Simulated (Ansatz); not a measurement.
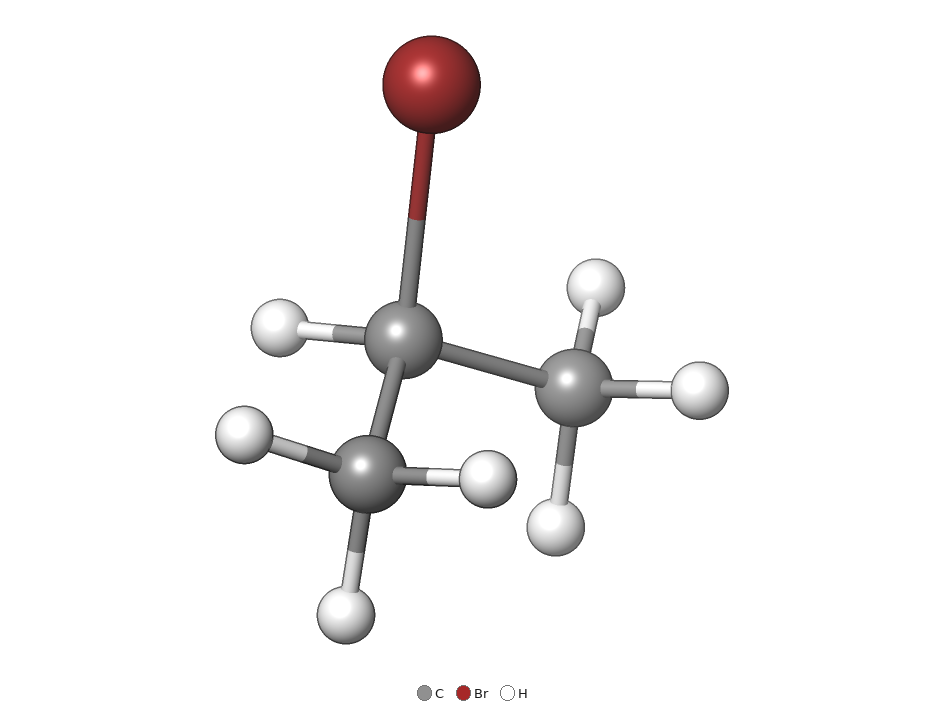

Every bond is drawn as one stick, whatever its order.

The computed structure is the end point of a PBE0-D4/def2-TZVP optimisation.

What does the picture show?

The molecule is C3H7Br. As SMILES it reads `CC(C)Br`. It has no ring. Among its groups: C–Br bond. The point group is Cs. Coordination: 3 C tetrahedral.

The parts below concern this one geometry. Atoms keep their numbers from picture to picture.

### Geometry

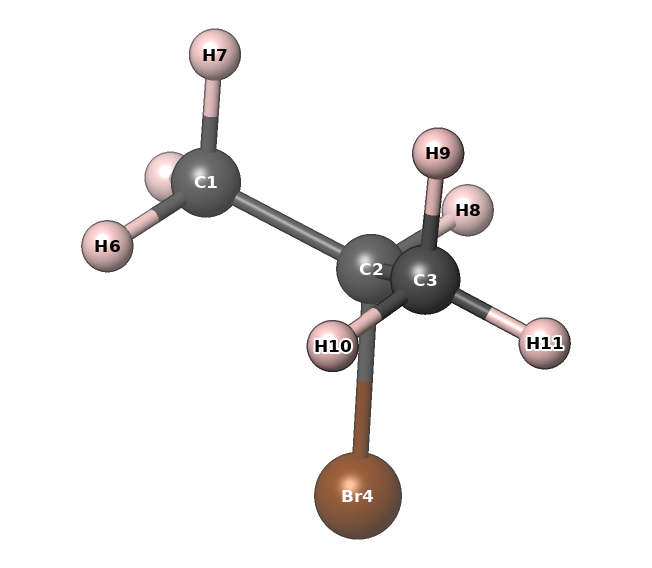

C2 lies behind C3. The molecule seen a little off the C3–C2 bond, C3 in front. Distant atoms are faded towards the background colour.

What is the torsion angle H9–C3–C2–Br4? The sign is positive where the front bond must turn clockwise to cover the back bond.

177°, antiperiplanar (anti). The bonds about C3–C2 are staggered.

### Electronic properties

Level of theory: RKS r2SCANh-D4/def2-TZVPP (Ansatz 0.2.0).

Give the HOMO energy (Kohn–Sham orbital) at this level.

−7.26 eV.

Estimate the dispersion correction.

−5.2 kJ/mol.

Estimate the LUMO energy (Kohn–Sham orbital).

−0.26 eV.

### Charges

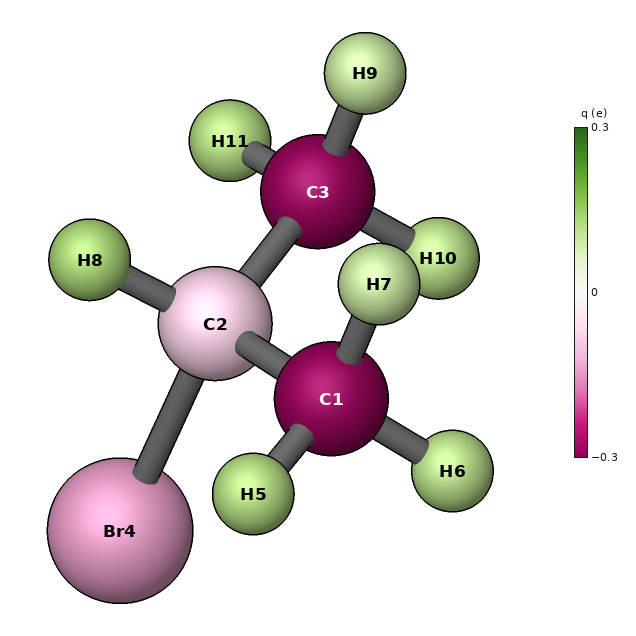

Atoms are coloured by their Mulliken charges. Properties computed with RKS ωB97M-V/def2-TZVPP (Ansatz 0.2.0).

List the Mulliken charges.

| atom | value (e) |
| --- | --- |
| C1 | −0.29 |
| C2 | −0.08 |
| C3 | −0.29 |
| Br4 | −0.14 |
| H5 | 0.12 |
| H6 | 0.11 |
| H7 | 0.10 |
| H8 | 0.13 |
| H9 | 0.10 |
| H10 | 0.11 |
| H11 | 0.12 |

### Thermal motion

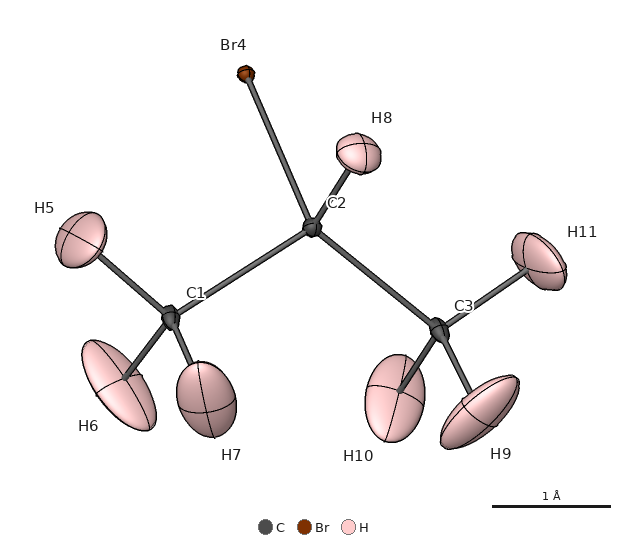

Displacement ellipsoids at the 50 % level, from the internal vibrations of the free molecule (harmonic, no overall translation or rotation; no half-axis is drawn under 0.075 Å). Vibrations computed with RKS PBE0-D4/def2-TZVP (Ansatz 0.2.0). Temperature: 600 K.

Give the displacement parameters, one line for each set of equivalent atoms.

```tsv
atom	U_eq (Å²)	rms amplitudes (Å)
C1, C3	0.0034	0.026, 0.052, 0.083
C2	0.0030	0.053, 0.054, 0.057
Br4	0.00029	0.006, 0.015, 0.025
H5, H11	0.0385	0.086, 0.169, 0.282
H6, H10	0.0428	0.075, 0.167, 0.308
H7, H9	0.0396	0.101, 0.160, 0.288
H8	0.0140	0.090, 0.130, 0.130
```

Mulliken values depend strongly on the basis set and can even reverse the polarity of a bond.
